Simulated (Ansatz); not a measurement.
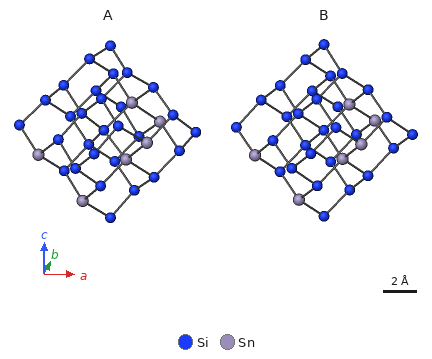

Two geometries of solid Si₅₆Sn₈ (a generated structure, set up in P1), drawn at one scale. One is the start of a relaxation, the other its converged end. Style: ball-and-stick. Shown: the atoms within 5.8 Å of the atom that moves most (axes of the cell of the calculation (origin shifted)), from a free direction.

All numbers below come from DFT, PBEsol, PAW, plane waves in Ansatz 0.2.0. Set-up: plane-wave cutoff 420 eV; k-point mesh 1 × 1 × 1; mesh shifted by (0.5, 0.5, 0.5); no spin polarisation; cell relaxed at fixed shape; force threshold 0.03 eV/Å; at most 80 steps.

**Which of the two is the end point?**

Structure A is the relaxed one. After 4 geometry steps the energy has fallen by 86.4 meV per atom. Largest force component: 2.6 eV/Å at the start, 0.02 eV/Å at the end. The pressure goes from 1.72 to 0.00 GPa. The atom that moves furthest relative to the cell is a Si atom (0.26 Å roughly along −a). Largest moves by element: Si 0.26 Å, Sn 0.18 Å. The drawn cell changes as follows: a = b = c 11.131 → 11.143 Å (+0.1 %); the volume changes by +0.3 %. Near-neighbour distances that change, for instance: Sn–Sn 2.417 → 2.728 Å, Si–Sn 2.387 → 2.568 Å, Si–Sn 2.394 → 2.554 Å, Si–Sn 2.377 → 2.532 Å. Bond angles that change, for instance: Si–Si–Si 110.0° → 119.6°, Si–Si–Sn 111.7° → 102.6°, Si–Si–Si 108.6° → 117.6°. The space group stays P1 (No. 1).
